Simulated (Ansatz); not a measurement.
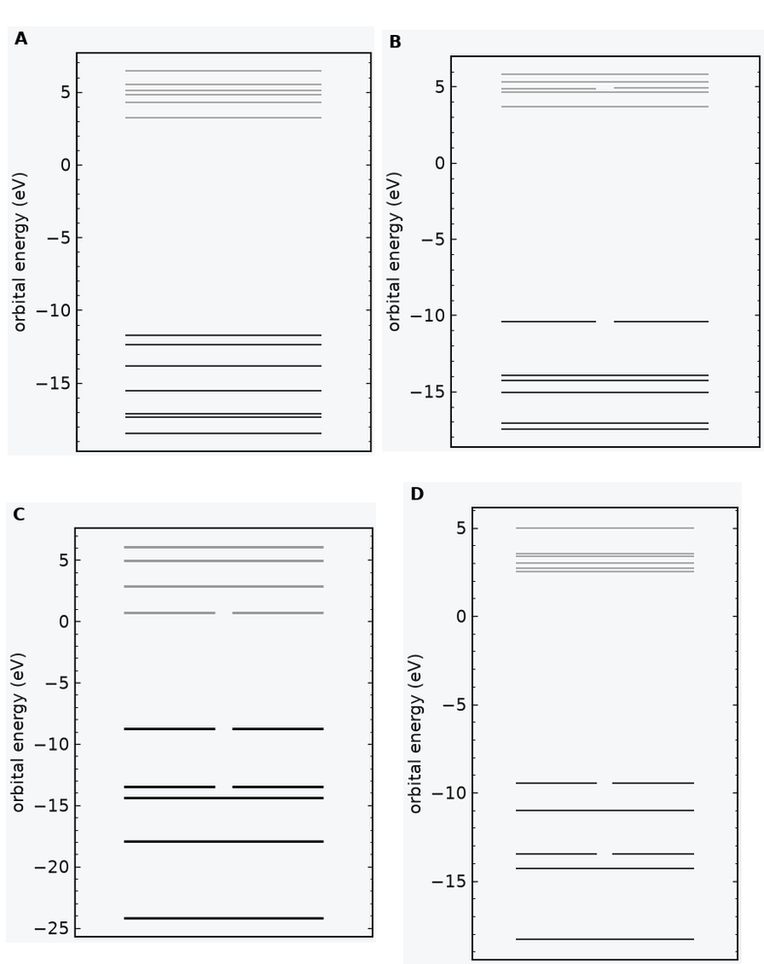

Hartree-Fock orbital energies near the frontier, HF/def2-TZVPP, the Ansatz code, at a PBE0-D4/def2-TZVP geometry (a minimum by its frequencies), isolated molecule; empty levels in grey, levels within 0.03 eV side by side.

Which panel belongs to which molecule?
1. C₄H₆, SMILES C#CCC
2. Si₂H₄Se, SMILES [SiH2]1[SiH2][Se]1
3. C₂H₃NO₂, SMILES O=C=NCO
4. CSTe, SMILES S=C=[Te]

A: 3 (HOMO −11.73 eV, LUMO 3.23 eV)
B: 1 (HOMO −10.41 eV, LUMO 3.66 eV)
C: 4 (HOMO −8.77 eV, LUMO 0.75 eV)
D: 2 (HOMO −9.45 eV, LUMO 2.52 eV)

Limits of at least one run: core potentials past krypton; empty levels above zero depend strongly on the basis; no scalar relativity up to krypton; one conformer of a flexible molecule; spin-orbit coupling is left out, and with Se it can shift these levels and split any degenerate set; spin-orbit coupling is left out, and with Te it can shift these levels and split any degenerate set.
